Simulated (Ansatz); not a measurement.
# InSi2H7 (SMILES [SiH3][SiH2][InH2]): methods side by side

InSi2H7: 10 atoms, total charge 0, spin state singlet. SMILES: `[SiH3][SiH2][InH2]`. The shape is that of a PBE0-D4/def2-TZVP optimisation.

Each level gives the electronic atomisation energy (eV). The values are calculated. Electronic energies at fixed atoms, without zero-point motion or spin-orbit coupling.

| level | kind | program | value (eV) | CPU time (all runs) |
| --- | --- | --- | --- | --- |
| HF/def2-SVP (core potential) | Hartree–Fock | Ansatz | 19.65 | 3.7 s |
| SVWN5/def2-SVP (core potential) | LDA | Ansatz | 28.69 | 8.9 s |
| BLYP/def2-SVP (core potential) | GGA | Ansatz | 24.96 | 12 s |
| revPBE/def2-SVP (core potential) | GGA | Ansatz | 24.71 | 12 s |
| r2SCAN/def2-SVP (core potential) | meta-GGA | Ansatz | 25.98 | 28 s |
| PBE0/def2-SVP (core potential) | global hybrid | Ansatz | 25.48 | 13 s |
| HSE06/def2-SVP (core potential) | range-separated hybrid | Ansatz | 25.49 | 17 s |
| RPA@PBE0/def2-SVP (core potential) | RPA | Ansatz | 24.28 | 24 s |
| MP2/def2-SVP (core potential) | perturbation theory | Ansatz | 24.03 | 4.5 s |

The values span 19.65 to 28.69 eV. In the correlated wave-function rows the outer d shell of In is correlated, in sets not made for it. CPU times are rough (shared hosts, several kinds of processor): they show what a rung costs within a factor of a few.

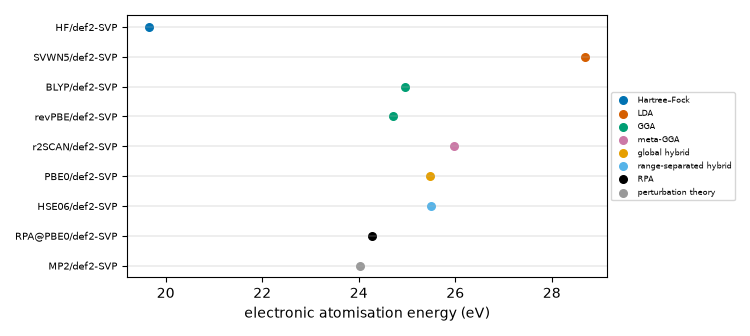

The values of the table, level by level.
